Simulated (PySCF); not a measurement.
# LiO₂: doublet, from a end-on start

The task is one start of a wider search on LiO₂: the doublet, from a end-on start. It is relaxed, tested by its Hessian and followed downhill if it is a saddle.

Computed with PySCF 2.14.0. Level: PBE0, basis Li def2-TZVP, O def2-TZVP, no relativity, density fitting.

## Step 1: The starting structure

3 atoms, charge 0, spin multiplicity 2.

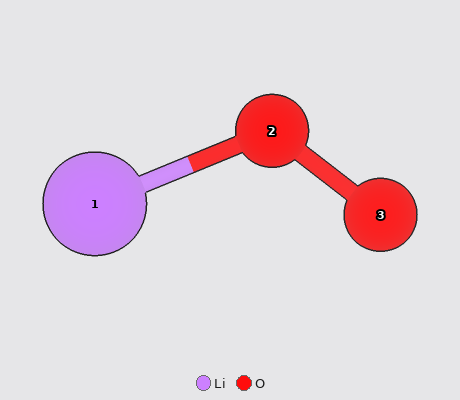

Start geometry, drawn with lithium purple, oxygen red; atoms are numbered from 1 in the order of the file.

Z-matrix (Å, degrees; charge 0 multiplicity 2):
```
Li
O  1 2.0188
O  2 1.4450 1 119.89
```

## Step 2: First SCF at the start

The steps below are one call of a driver around PySCF. For each, scf.py gives the equivalent set-up of the SCF; relaxations use the driver's own optimiser. After this first run the driver tries any further starts and a stability analysis.

Input file scf.py:

```python
from pyscf import gto, scf, dft
mol = gto.M(atom='''
Li     0.000000     0.000000     0.000000
O      0.000000     0.000000     2.018800
O      1.252800     0.000000     2.738800''',
    basis={'Li': 'def2-TZVP', 'O': 'def2-TZVP'},
    charge=0, spin=1)
mf = dft.UKS(mol, xc='PBE0')
mf.grids.atom_grid = (50, 194)
aux = {'Li': 'def2-universal-JKFIT', 'O': 'def2-universal-JKFIT'}
mf = mf.density_fit(auxbasis=aux)
mf.conv_tol = 1e-08
mf.diis_space = 10
mf.max_cycle = 60
mf.init_guess = 'minao'
mf.verbose = 4
mf.kernel()
```

Launch:

```console
> OMP_NUM_THREADS=2 python axn.py task.json out
```

What it wrote:

```text
init E= -157.548335744155
[... the frontier-level lines of each cycle are left out ...]
cycle= 1 E= -157.682894147038  delta_E= -0.135  |g|= 0.309  |ddm|= 0.984
cycle= 2 E= -157.604889864747  delta_E= 0.078  |g|= 0.522  |ddm|= 0.695
cycle= 3 E= -157.724524493664  delta_E= -0.12  |g|= 0.114  |ddm|= 0.512
cycle= 4 E= -157.726205705154  delta_E= -0.00168  |g|= 0.0901  |ddm|= 0.0818
cycle= 5 E= -157.729337083349  delta_E= -0.00313  |g|= 0.018  |ddm|= 0.0502
cycle= 6 E= -157.729499853539  delta_E= -0.000163  |g|= 0.00434  |ddm|= 0.0153
cycle= 7 E= -157.729528868526  delta_E= -2.9e-05  |g|= 0.00258  |ddm|= 0.00993
cycle= 8 E= -157.729537092884  delta_E= -8.22e-06  |g|= 0.000305  |ddm|= 0.00588
cycle= 9 E= -157.729537412933  delta_E= -3.2e-07  |g|= 0.00012  |ddm|= 0.00109
cycle= 10 E= -157.72953744876  delta_E= -3.58e-08  |g|= 5.12e-05  |ddm|= 0.000403
cycle= 11 E= -157.729537453042  delta_E= -4.28e-09  |g|= 1.84e-05  |ddm|= 0.000129
Extra cycle  E= -157.72953745344  delta_E= -3.98e-10  |g|= 1.98e-05  |ddm|= 3.26e-05
converged SCF energy = -157.72953745344  <S^2> = 0.75661032  2S+1 = 2.0065994
```

This step, with its further starts and checks, took 7.4 s on 2 threads of Arm Neoverse V2, shared host.

Energies from each starting density:

| start | energy (Eh) |
| --- | --- |
| the minimal-basis guess | -157.729537 |
| a thermally smeared density | -157.724564 |
| a smeared PBE density | -157.729537 |

The test of internal stability and the other starts found no lower solution of this spin.

## Step 3: Relaxing the doublet from the end-on start

The program finds Cs symmetry in the start, which this walk keeps. Threshold on the gradient: 0.0003 Eh/bohr, with a further test on the energy change.

scf.py, as its differences from that of step 2:

```diff
@@ -3,3 +3,3 @@
-Li     0.000000     0.000000     0.000000
-O      0.000000     0.000000     2.018800
-O      1.252800     0.000000     2.738800''',
+Li    -0.513729     0.000000    -1.950924
+O     -0.513729     0.000000     0.067876
+O      0.739071     0.000000     0.787876''',
@@ -15 +14,0 @@
-mf.init_guess = 'minao'
```

The optimiser's trace:

| step | energy (Eh) | change (kJ/mol) | largest symmetric gradient (Eh/bohr) |
| --- | --- | --- | --- |
| 0 | -157.729537 | 0.00 | 0.06653 |
| 1 | -157.743607 | -36.94 | 0.04323 |
| 2 | -157.750158 | -54.14 | 0.02568 |
| 3 | -157.756990 | -72.08 | 0.03815 |
| 4 | -157.762333 | -86.10 | 0.03287 |
| 5 | -157.767443 | -99.52 | 0.09045 |
| 6 | -157.772753 | -113.46 | 0.05558 |
| 7 | -157.779441 | -131.02 | 0.03821 |
| 8 | -157.781508 | -136.45 | 0.02737 |
| 9 | -157.785482 | -146.88 | 0.01755 |
| 10 | -157.785809 | -147.74 | 0.00158 |
| 11 | -157.785820 | -147.77 | 0.00078 |
| 12 | -157.785824 | -147.78 | 0.00040 |
| 13 | -157.785825 | -147.78 | 0.00005 |

The walk took 11 s.

Geometry (Å) and forces (eV/Å) at some steps:

```
step 0
Li  -0.514   0.000  -1.951   0.254   0.000   1.827
O   -0.514   0.000   0.068   3.168   0.000   0.546
O    0.739   0.000   0.788  -3.422   0.000  -2.373
step 1
Li  -0.493   0.000  -1.875   0.208   0.000   1.524
O   -0.454   0.000   0.072  -1.972   0.000  -2.223
O    0.658   0.000   0.708   1.764   0.000   0.698
step 7
Li  -0.132   0.000  -1.543   0.039   0.000   1.438
O   -0.763   0.000   0.248   1.927   0.000  -0.798
O    0.606   0.000   0.200  -1.966   0.000  -0.639
step 13
Li  -0.130   0.000  -1.439   0.004   0.000   0.002
O   -0.741   0.000   0.194  -0.002   0.000  -0.004
O    0.583   0.000   0.150  -0.002   0.000   0.002
```

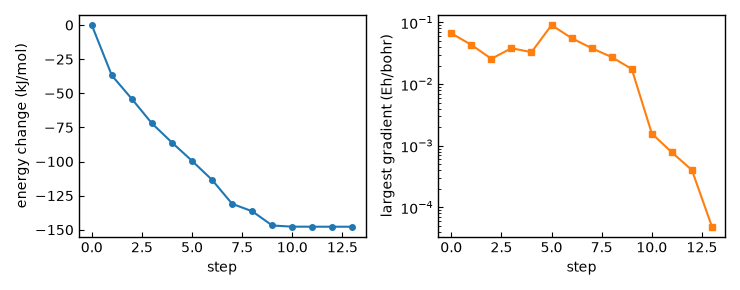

How energy and gradient fall.

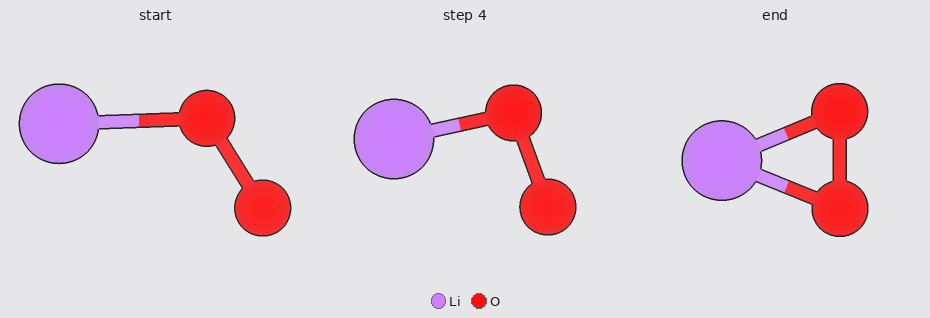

Start and end of the relaxation, with a step between.

It settles in C2v symmetry, 147.8 kJ/mol below the start, after 13 steps: Li–O 1.743 Å (×2), O–O 1.325 Å; Li–O–O 67.7° (×2), O–Li–O 44.7°.

## Step 4: Frequencies

The point is checked on the finer grid, and tightened if its gradient asks for it. The Hessian and the dipole derivatives come from central differences of analytic gradients, with steps of 0.02 bohr.

scf.py, as its differences from that of step 3:

```diff
@@ -3,3 +3,3 @@
-Li    -0.513729     0.000000    -1.950924
-O     -0.513729     0.000000     0.067876
-O      0.739071     0.000000     0.787876''',
+Li    -0.042489     0.000000    -1.320925
+O     -0.652709     0.000000     0.310806
+O      0.671334     0.000000     0.268217''',
@@ -9 +9 @@
-mf.grids.atom_grid = (50, 194)
+mf.grids.atom_grid = (75, 302)
@@ -12 +12 @@
-mf.conv_tol = 1e-08
+mf.conv_tol = 1e-10
```

This SCF starts from the last density.

Log of the central SCF (cycles and frontier levels):

```text
init E= -157.785804825906
[... the frontier-level lines of each cycle are left out ...]
cycle= 1 E= -157.785804825906  delta_E= 5.68e-14  |g|= 1.37e-06  |ddm|= 9.42e-07
Extra cycle  E= -157.785804825902  delta_E= 3.52e-12  |g|= 3.26e-06  |ddm|= 1.89e-06
converged SCF energy = -157.785804825902  <S^2> = 0.75721099  2S+1 = 2.007198
```

The whole step took 14 s.

Geometry: C2v; Li–O 1.742 Å (×2), O–O 1.325 Å; Li–O–O 67.7° (×2), O–Li–O 44.7°.

Modes, for the most abundant isotopes:

```json
{"symmetry": "b2", "ω (cm⁻¹)": "545", "IR (km/mol)": "32.7"}
{"symmetry": "a1", "ω (cm⁻¹)": "768", "IR (km/mol)": "119"}
{"symmetry": "a1", "ω (cm⁻¹)": "1241", "IR (km/mol)": "9.0"}
```

All wavenumbers are real: a minimum.

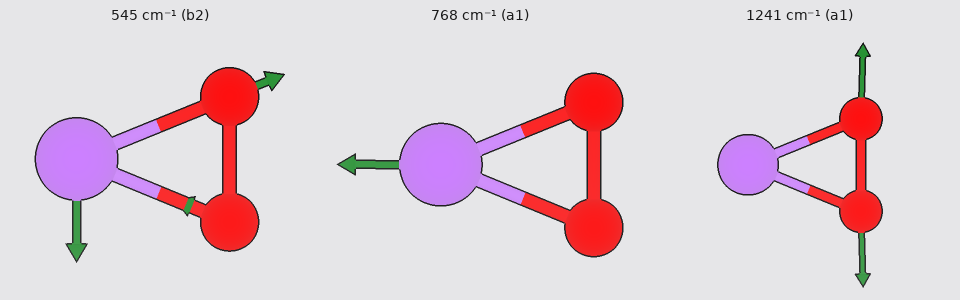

Displacements of 3 of the modes, as arrows (one member where a mode is degenerate).

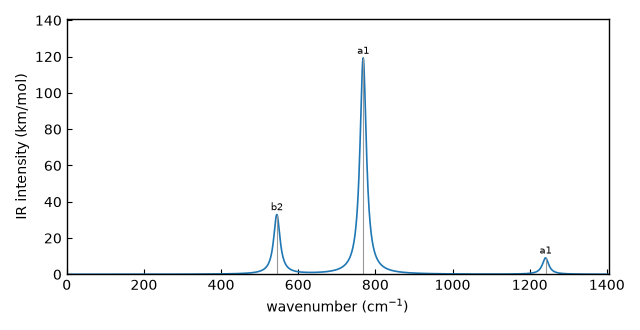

The harmonic infrared spectrum (widths in cm⁻¹). Lines are broadened to a width of 20 cm⁻¹ (Lorentzian).

Properties at this point:

```yaml
Dipole_moment: 5.77 D
Highest_occupied_level: -5.60 eV
Lowest_empty_level: -1.25 eV
Rotational_constants: 1.201, 1.128, 0.5818 cm⁻¹
Zero-point_energy: 15.3 kJ/mol
Principal_polarisabilities: 9.0, 15.4, 21.3 bohr³
Atomisation_energy_without_zero-point_energy: 739 kJ/mol
Principal_traceless_quadrupole_moments_about_the_centre_of_mass: -6.12, -1.94, 8.06 D Å
Entropy_at_298.15_K_and_1_bar_electronic_part_spin_only: 242.7 J/(mol K)
Heat_capacity_Cp_at_298.15_K: 41.8 J/(mol K)
Enthalpy_at_298.15_K_above_0_K: 10.69 kJ/mol
Rotational_symmetry_number: 2
Spin_squared_⟨S²⟩: 0.757
```

Charges (e) and bond orders:

```csv
atom,Mulliken,Löwdin,polar tensor,spin (Mulliken),Mayer order to Li1
Li1,0.75,0.56,0.76,-0.03,–
"O2,3",-0.37,-0.28,-0.38,0.51,0.24
```

Outer orbital energies (eV). α occupied: -55.00, -30.98, -21.09, -12.19, -11.85, -11.39, -6.68, -6.02; empty: -0.99, 1.16, 1.34, 2.19. β occupied: -522.65, -55.01, -30.09, -19.77, -11.38, -11.02, -9.54, -5.60; empty: -1.25, -1.05, 1.19, 1.37.

Mulliken populations on Li1: s 2.04, p 0.21.

## Step 5: Results

| quantity | value |
| --- | --- |
| minimum | doublet, C2v |
| geometry | Li–O 1.742 Å (×2), O–O 1.325 Å; Li–O–O 67.7° (×2), O–Li–O 44.7° |
| wavenumbers (cm⁻¹) | 545 (b2), 768 (a1), 1241 (a1) |
| dipole moment | 5.77 D |
| highest occupied, lowest empty level (either spin) | -5.60, -1.25 eV |
| polar-tensor charge of Li1 | +0.76 e |
| zero-point energy | 15.3 kJ/mol |
| entropy at 298.15 K | 242.7 J/(mol K) |
| atomisation energy (no zero-point energy) | 739 kJ/mol |
| ⟨S²⟩ | 0.757 |

From Cs at the start the molecule goes to a C2v minimum. The strongest infrared band lies at 768 cm⁻¹ (a1). With 5.8 D the molecule is strongly polar. Only this shape and spin were tried, so other structures or states may lie lower.

The search up to here took 32 s.
